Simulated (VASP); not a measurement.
Band structure of Hf (relaxed from the bcc structure, space group Im-3m). Level of theory: r2SCAN meta-GGA, VASP's PBE PAW potentials (set 64) (plane waves; VASP).

Unless said otherwise, spin-orbit coupling is left out, though it shifts the bands of the heavy elements here.

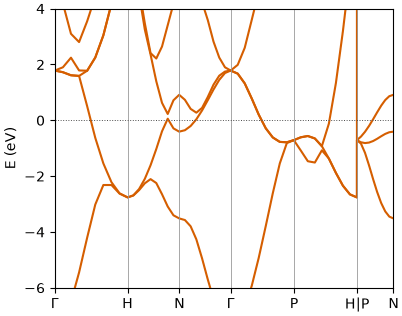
*Bands along high-symmetry lines, zero at the valence-band maximum or, without a gap, the Fermi level*

Problem. Read the plot: is there a gap, and where are the band edges?

Solution. It has no gap at this level: it comes out as a metal or semimetal.

The structure was generated: Hf was put into the bcc type (Im-3m), which need not be its known phase. It was relaxed first.
